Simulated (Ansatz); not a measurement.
BrCl3Ge···HCl

```xyz
7

Ge   -0.7925    0.0025   -0.8848
Cl   -0.1532   -0.0100    4.4536
Cl    0.9605    0.0061    0.3371
Cl   -0.7688    1.7316   -2.1184
Cl   -0.7662   -1.7334   -2.1087
Br   -2.6357    0.0065    0.4450
H     0.1404   -0.0033    3.2152
```

Theory: RHF/def2-SVP (Ansatz 0.2.0).

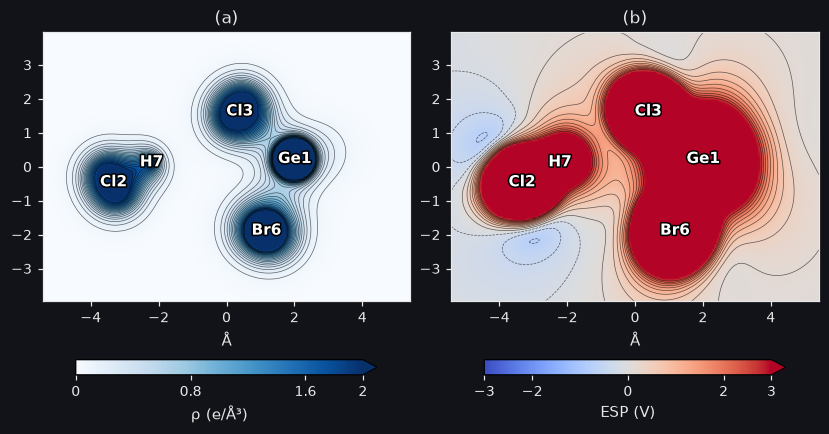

Figure 1. (a) total electron density; (b) electrostatic potential on the plane of atoms Cl3, Ge1 and Br6.

What do the fields say about this system?

Answer. The plane passes through Ge, Cl, Br and H nuclei. Cl3···H7 (2.99 Å): the density falls to about 0.03 e/Å³ on the way: a weak contact between the two molecules. Ge–Cl (2.14 Å): the density is about 0.77 e/Å³ at the midpoint. Ge–Br (2.27 Å): ρ is about 0.73 e/Å³ halfway. Cl–H (1.27 Å): the density is about 1.9 e/Å³ at the midpoint. Outside the dense part of the complex the potential is most negative (−0.7 V) near Cl2.

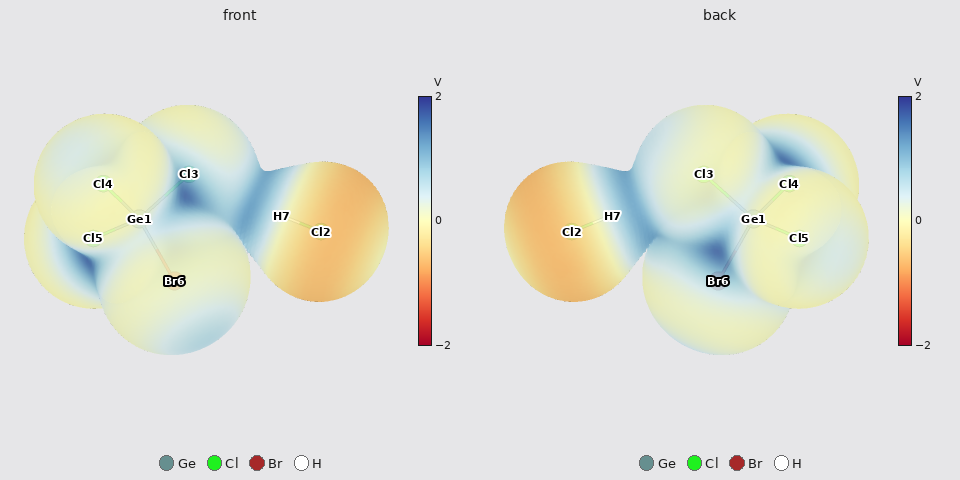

Figure 2. The molecular electrostatic potential painted on the density surface at 0.001 e/bohr³, seen from the front and from behind; red is negative and blue positive.

Where is the surface potential most negative and most positive?

Answer. The most negative region (about −0.6 V, or −14 kcal/mol for a unit charge) lies over Cl2, the most positive (about +1.6 V, or +37 kcal/mol for a unit charge) over Ge1. Br6 shows a σ-hole: about +0.7 V, or +16 kcal/mol for a unit charge at the tip opposite its bond, against about +0.2 V on its flanks.
